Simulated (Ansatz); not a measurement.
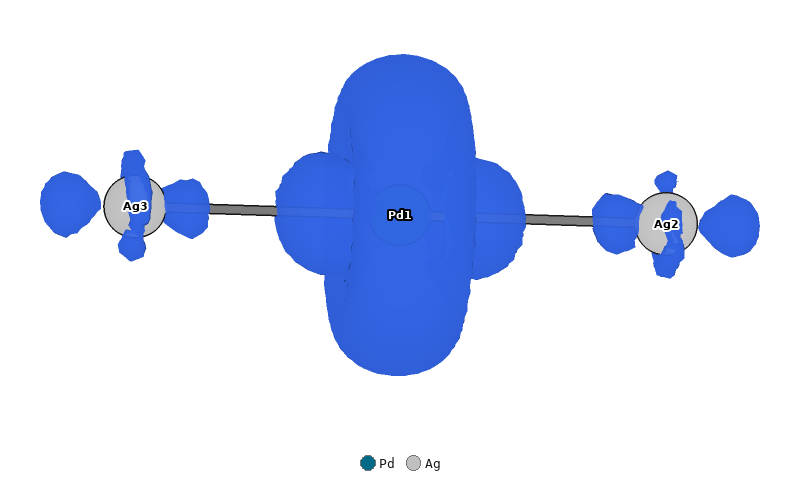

*Ag$_{2}$Pd (charge −1, doublet). Isosurface of the spin density (α minus β) at +0.015 e/Å³ (blue), seen from one side.*

Geometry: PBE-D4/def2-TZVPD; core potentials replace the inner electrons of Pd and Ag.

The calculation used UKS PBE0-D4/def2-TZVPD in Ansatz 0.2.0.

| atom | x (Å) | y (Å) | z (Å) |
| --- | --- | --- | --- |
| Pd | 0.0050 | 0.0023 | 0.0020 |
| Ag | -2.2660 | -1.0286 | -0.8718 |
| Ag | 2.2610 | 1.0264 | 0.8698 |

Question: Describe the spin distribution.

Answer: The unpaired spin (1 electron) lies mostly on Pd1 (about 0.9), in electrons by Hirshfeld's partition.
